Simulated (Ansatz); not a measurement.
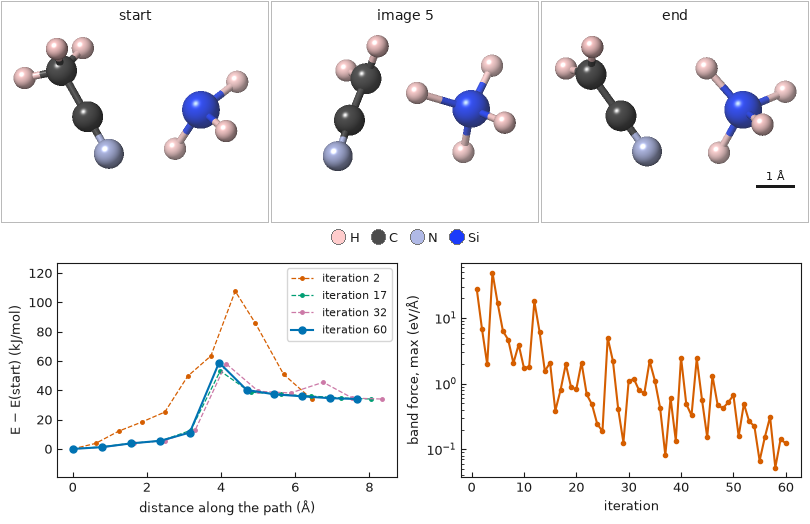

NEB run on C2H6NSi (multiplicity 2), made up of C$_{2}$H$_{3}$N and SiH$_{3}$. Images are numbered from 0 (start) to 10 (end). The plot follows the band through its iterations. A ball-and-stick model, seen at a tilt.

Method: UKS PBE-D4/6-31G* (Ansatz). Settings: 9 movable images; climbing image; force threshold 0.05 eV/Å; iteration limit 60; starting path through a guess of the saddle point.

Q: How did the profile develop, and is the result final?

A: The result isn't final. The band hadn't converged when the run stopped after 60 iterations. The largest component of the band force went from 28 to 0.12 eV/Å. The barrier read from it is provisional, though the highest image hardly moved in the last two iterations. The first iteration put the highest image at 446.0 kJ/mol. Forward barrier 58.9 kJ/mol, backward barrier 24.9 kJ/mol, with image 5 at the top; the reaction energy is +34.1 kJ/mol.

Limits of the set-up: the start holds two separate molecules, 3.3 Å apart at their closest, whose relative position is a soft coordinate.
